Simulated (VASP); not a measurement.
Band structure of LiCl (rock salt). Level of theory: vdW-DF-cx, VASP's PBE PAW potentials (set 64) (plane waves; VASP).

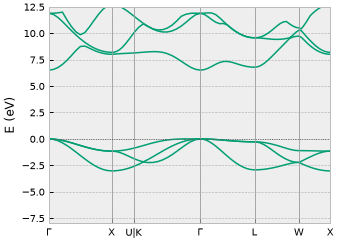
Fig. 1. Bands along high-symmetry lines, zero at the valence-band maximum or, without a gap, the Fermi level

**Question.** Read the plot: is there a gap, and where are the band edges?

**Answer.** The gap is indirect, 6.51 eV, from the valence maximum at K-Γ at 0.86 to the conduction minimum at Γ. (Edges off the drawn lines would not show.)

Measured: gap 9.40 eV (computed value off by -2.89 eV), as given by Wei Chen et al., Physical Review Materials (2018), doi:10.1103/physrevmaterials.2.073803.

The compound is LiCl in the rock salt structure. It was relaxed first.
